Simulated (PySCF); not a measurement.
C₄H₃FSe (SMILES Fc1cc[se]c1)

Input file:

```
{"job": {"kind": "sp", "xc": "M06-2X", "basis": "def2-TZVP", "grid": 3}, "charge": 0, "multiplicity": 1}
F     -1.661187    -1.520366    -0.042558
C     -0.785168    -0.520757    -0.026042
C      0.616447    -0.779636     0.037762
C      1.374902     0.354222     0.044109
Se     0.333264     1.887148    -0.032916
C     -1.159421     0.789701    -0.070777
H      1.022499    -1.791330     0.076677
H      2.461145     0.419584     0.086102
H     -2.175525     1.175028    -0.120752
```

Command:

```sh
OMP_NUM_THREADS=1 python redox_run.py task.json out
```

Geometry: PBE0-D3(BJ)/def2-SVP.

Computed with PySCF, DFT single point, gas phase, functional M06-2X.

**What can the converged electron density and electron localisation function tell about the bonding?**

C–F (1.33 Å): ρ at the midpoint is about 2.4 e/Å³; the ELF peaks at about 0.85 between the atoms, as expected for a shared but strongly polarised pair.
C–C (1.36 Å): ρ at the midpoint is about 2.2 e/Å³; the ELF peaks at about 0.95 between the atoms: a covalent bond.
C–Se (1.85 Å): ρ is about 1.2 e/Å³ halfway; the ELF peaks at about 0.90 between the atoms; a covalent bond.
C–H (1.09 Å): ρ at the midpoint is about 2 e/Å³; the ELF climbs to about 1 towards the hydrogen, as it does in any bond to H (a covalent bond by its length).

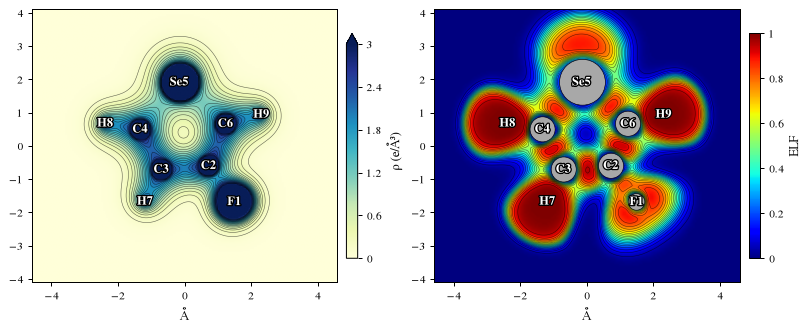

Computed electron density and electron localisation function on the molecular plane, in this order. Grey discs cover the atomic cores in the ELF map. 
